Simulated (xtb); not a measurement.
CSSe: geometry relaxation (part 2 of 2)

CSSe, SMILES S=C=[Se]; GFN2-xTB (xtb 6.7.1 later snapshot). The geometry comes from this level: GFN2-xTB.

Geometry of the input (Å):
```
S  1.1413  -0.9930  0.5061
C  0.0300  -0.0261  0.0133
Se -1.1713  1.0192  -0.5194
```

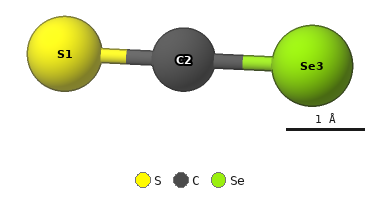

Figure 1. The geometry at step 1 of the log (ball-and-stick view, seen at a tilt; atoms are numbered from 1 in the order of the input).

What the program printed, continued
```
------------------------------------------------------------------------

 ANCopt (total)                0 d,  0 h,  0 min,  0.005 sec
 optimizer setup                ...        0 min,  0.000 sec (  1.940%)
 model hessian                  ...        0 min,  0.000 sec (  0.293%)
 ANC generation                 ...        0 min,  0.000 sec (  0.975%)
 coordinate transformation      ...        0 min,  0.000 sec (  0.425%)
 single point calculation       ...        0 min,  0.004 sec ( 87.923%)
 optimization log               ...        0 min,  0.000 sec (  2.897%)
 hessian update                 ...        0 min,  0.000 sec (  0.130%)
 rational function              ...        0 min,  0.000 sec (  3.029%)

================
 final structure:
================
3
 xtb: 6.7.1
S            1.14125221826017       -0.99299854145719        0.50604044485759
C            0.02997950648390       -0.02608584213112        0.01330446819938
Se          -1.17123172474408        1.01908438358831       -0.51934491305697

 Bond Distances (Angstroems)
 ---------------------------
S1-C2=1.5533         C2-S1=1.5533         C2-Se3=1.6790        Se3-C2=1.6790
 S  C  Rav=1.5533 sigma=0.0000  Rmin=1.5533  Rmax=1.5533     1
 Se C  Rav=1.6790 sigma=0.0000  Rmin=1.6790  Rmax=1.6790     1

 selected bond angles (degree)
 --------------------
Se3-C2-S1=180.00

 selected dihedral angles (degree)
 ---------------------------------

           -------------------------------------------------
          |                Final Singlepoint                |
           -------------------------------------------------

          ...................................................
          :                      SETUP                      :
          :.................................................:
          :  # basis functions                  24          :
          :  # atomic orbitals                  22          :
          :  # shells                            8          :
          :  # electrons                        16          :
          :  max. iterations                   250          :
          :  Hamiltonian                  GFN2-xTB          :
          :  restarted?                      false          :
          :  GBSA solvation                  false          :
          :  PC potential                    false          :
          :  electronic temp.          300.0000000     K    :
          :  accuracy                    1.0000000          :
          :  -> integral cutoff          0.2500000E+02      :
          :  -> integral neglect         0.1000000E-07      :
          :  -> SCF convergence          0.1000000E-05 Eh   :
          :  -> wf. convergence          0.1000000E-03 e    :
          :  Broyden damping             0.4000000          :
          :  net charge                          0          :
          :  unpaired electrons                  0          :
          ...................................................

 iter      E             dE          RMSdq      gap      omega  full diag
   1     -8.6152183 -0.861522E+01  0.626E-05    2.94       0.0  T
   2     -8.6152183 -0.230926E-13  0.441E-05    2.94    1308.4  T
   3     -8.6152183  0.115463E-11  0.425E-05    2.94    1359.6  T

   *** convergence criteria satisfied after 3 iterations ***

         #    Occupation            Energy/Eh            Energy/eV
      -------------------------------------------------------------
         1        2.0000           -0.7710906             -20.9824
         2        2.0000           -0.7461193             -20.3029
         3        2.0000           -0.5793961             -15.7662
         4        2.0000           -0.5001598             -13.6100
         5        2.0000           -0.4889697             -13.3055
         6        2.0000           -0.4889697             -13.3055
         7        2.0000           -0.4077532             -11.0955
         8        2.0000           -0.4077532             -11.0955 (HOMO)
         9                         -0.2998197              -8.1585 (LUMO)
        10                         -0.2998197              -8.1585
        11                         -0.1951494              -5.3103
        12                         -0.1027963              -2.7972
        13                         -0.0282305              -0.7682
       ...                                ...                  ...
        22                          0.9646178              26.2486
      -------------------------------------------------------------
                  HL-Gap            0.1079335 Eh            2.9370 eV
             Fermi-level           -0.3537864 Eh           -9.6270 eV

 SCC (total)                   0 d,  0 h,  0 min,  0.002 sec
 SCC setup                      ...        0 min,  0.000 sec (  2.747%)
 Dispersion                     ...        0 min,  0.000 sec (  0.626%)
 classical contributions        ...        0 min,  0.000 sec (  0.243%)
 integral evaluation            ...        0 min,  0.001 sec ( 28.388%)
 iterations                     ...        0 min,  0.000 sec ( 25.045%)
 molecular gradient             ...        0 min,  0.001 sec ( 38.978%)
 printout                       ...        0 min,  0.000 sec (  3.250%)

         :::::::::::::::::::::::::::::::::::::::::::::::::::::
         ::                     SUMMARY                     ::
         :::::::::::::::::::::::::::::::::::::::::::::::::::::
         :: total energy              -8.537644703513 Eh    ::
         :: gradient norm              0.000019812107 Eh/a0 ::
         :: HOMO-LUMO gap              2.937021246794 eV    ::
         ::.................................................::
         :: SCC energy                -8.615218303444 Eh    ::
         :: -> isotropic ES            0.001213707972 Eh    ::
         :: -> anisotropic ES          0.000182464516 Eh    ::
         :: -> anisotropic XC          0.001313493314 Eh    ::
         :: -> dispersion             -0.002056740479 Eh    ::
         :: repulsion energy           0.077573599931 Eh    ::
         :: add. restraining           0.000000000000 Eh    ::
         :: total charge              -0.000000000000 e     ::
         :::::::::::::::::::::::::::::::::::::::::::::::::::::

           -------------------------------------------------
          |                Property Printout                |
           -------------------------------------------------

    * Orbital Energies and Occupations

         #    Occupation            Energy/Eh            Energy/eV
      -------------------------------------------------------------
         1        2.0000           -0.7710906             -20.9824
         2        2.0000           -0.7461193             -20.3029
         3        2.0000           -0.5793961             -15.7662
         4        2.0000           -0.5001598             -13.6100
         5        2.0000           -0.4889697             -13.3055
         6        2.0000           -0.4889697             -13.3055
         7        2.0000           -0.4077532             -11.0955
         8        2.0000           -0.4077532             -11.0955 (HOMO)
         9                         -0.2998197              -8.1585 (LUMO)
        10                         -0.2998197              -8.1585
        11                         -0.1951494              -5.3103
        12                         -0.1027963              -2.7972
        13                         -0.0282305              -0.7682
        14                         -0.0282305              -0.7682
        15                         -0.0202403              -0.5508
        16                         -0.0202403              -0.5508
        17                         -0.0121556              -0.3308
        18                         -0.0121556              -0.3308
        19                          0.1642022               4.4682
       ...                                ...                  ...
        22                          0.9646178              26.2486
      -------------------------------------------------------------
                  HL-Gap            0.1079335 Eh            2.9370 eV
             Fermi-level           -0.3537864 Eh           -9.6270 eV

     #   Z          covCN         q      C6AA      α(0)
     1  16          1.039    -0.052   141.305    20.105
     2   6          1.957     0.078    29.118     8.714
     3  34          1.043    -0.026   227.730    26.444

 Mol. C6AA /au·bohr⁶  :       1047.045834
 Mol. C8AA /au·bohr⁸  :      57320.286692
 Mol. α(0) /au        :         55.262985

Wiberg/Mayer (AO) data.
largest (>0.10) Wiberg bond orders for each atom

 ---------------------------------------------------------------------------
     #   Z sym  total        # sym  WBO       # sym  WBO       # sym  WBO
 ---------------------------------------------------------------------------
     1  16      2.518 --     2      1.979     3      0.539
     2   6      3.941 --     1      1.979     3      1.962
     3  34      2.502 --     2      1.962     1      0.539
 ---------------------------------------------------------------------------

Topologies differ in total number of bonds
Writing topology from bond orders to xtbtopo.mol

molecular dipole:
                 x           y           z       tot (Debye)
 q only:       -0.048       0.042      -0.021
   full:       -0.110       0.095      -0.049       0.390
molecular quadrupole (traceless):
                xx          xy          yy          xz          yz          zz
 q only:       -0.193       0.481      -0.059      -0.245       0.213       0.251
  q+dip:       -0.047       0.118      -0.014      -0.060       0.053       0.062
   full:       -0.217       0.541      -0.066      -0.276       0.240       0.283

           -------------------------------------------------
          |                Geometry Summary                 |
           -------------------------------------------------

      molecular mass/u    :      123.0349119
   center of mass at/Å    :       -0.4513000       0.3926746      -0.2001162
  moments of inertia/u·Å² :        0.2593080E-08   0.2442695E+03   0.2442695E+03
rotational constants/cm⁻¹ :        0.6501008E+10   0.6901242E-01   0.6901242E-01

 * 2 selected distances

     #   Z          #   Z                                           value/Å
     1  16          2   6                                         1.5532664 (min)
     2   6          3  34                                         1.6789893 (max)

 * 2 distinct bonds (by element types)

   Z      Z             #   av. dist./Å        max./Å        min./Å
   6 C   16 S           1     1.5532664     1.5532664     1.5532664
   6 C   34 Se          1     1.6789893     1.6789893     1.6789893

optimized geometry written to: xtbopt.xyz

           -------------------------------------------------
          | TOTAL ENERGY               -8.537644703513 Eh   |
          | GRADIENT NORM               0.000019812107 Eh/α |
          | HOMO-LUMO GAP               2.937021246794 eV   |
           -------------------------------------------------

------------------------------------------------------------------------
------------------------------------------------------------------------
 total:
 *  cpu-time:     0 d,  0 h,  0 min,  0.021 sec
 * ratio c/w:     0.999 speedup
 SCF:
 *  cpu-time:     0 d,  0 h,  0 min,  0.004 sec
 * ratio c/w:     1.000 speedup
 ANC optimizer:
 *  cpu-time:     0 d,  0 h,  0 min,  0.007 sec
 * ratio c/w:     1.000 speedup
```

Standard error
```
normal termination of xtb
```

Trajectory as extended XYZ (Å, eV, eV/Å), 2 frames, from step=0 to step=1
```
3
Properties=species:S:1:pos:R:3 step=0 energy=-232.32115
S     1.1413   -0.9930    0.5061
C     0.0300   -0.0261    0.0133
Se   -1.1713    1.0192   -0.5194
3
Properties=species:S:1:pos:R:3 step=1 energy=-232.32115
S     1.1413   -0.9930    0.5060
C     0.0300   -0.0261    0.0133
Se   -1.1712    1.0191   -0.5193
```

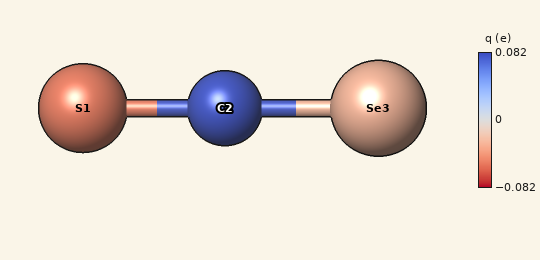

Figure 2. Mulliken charges, as the colour of each atom (ball-and-stick view, seen on its broad side; atoms are numbered from 1 in the order of the input). By element: S −0.05, C +0.08 and Se −0.03 e.
